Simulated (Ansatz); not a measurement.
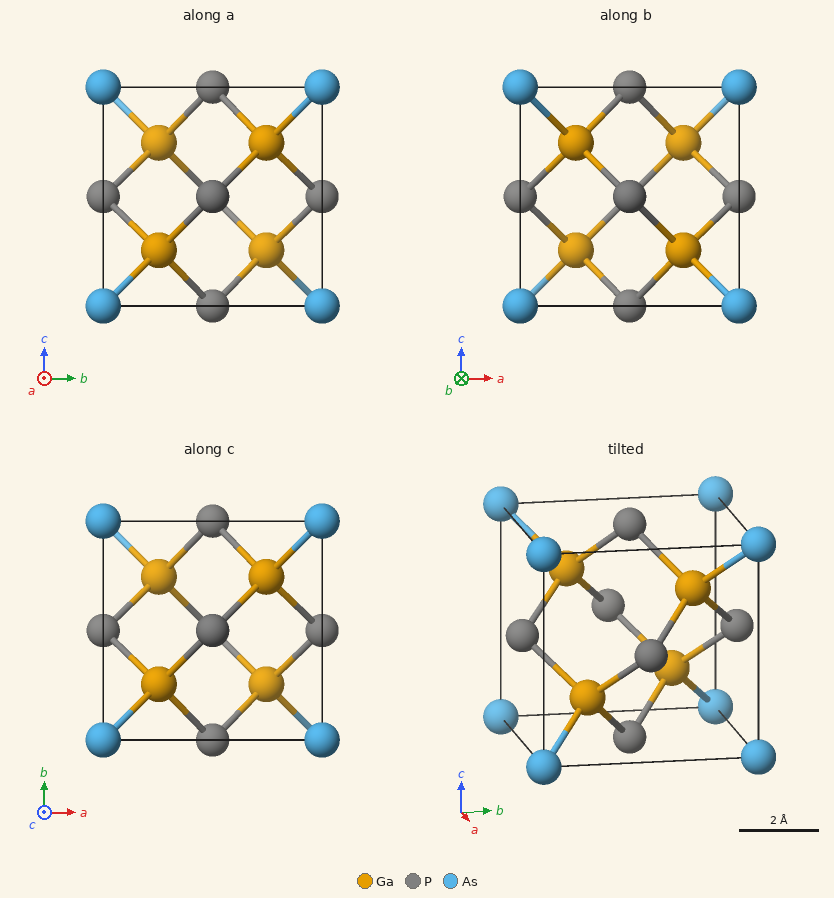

A ball-and-stick rendering, viewed along the a axis, along the b axis, along the c axis and slightly off an axis. The frame is the conventional unit cell; atoms at its boundary are shown with their periodic copies.

Lattice parameters: a = 5.564 Å, b = 5.564 Å, c = 5.564 Å, α = 90.00°, β = 90.00°, γ = 90.00°. Put a along x and b in the xy plane.

**Write down what is shown as a POSCAR file, with free fractional coordinates to two decimals.**

```
Ga P As
1.0
     5.564    0.000    0.000
     0.000    5.564    0.000
     0.000    0.000    5.564
Ga P As
4 3 1
Direct
  0.75 0.75 0.75
  0.75 0.25 0.25
  0.25 0.75 0.25
  0.25 0.25 0.75
  0.50 0.50 0.00
  0.50 0.00 0.50
  0.00 0.50 0.50
  0.00 0.00 0.00
```

It derives from a structure type filled with these elements by a generator (whether the compound takes this form wasn't checked). It is drawn as it came out of a relaxation with Ansatz, DFT PBE, scalar-relativistic, plane waves, PAW.
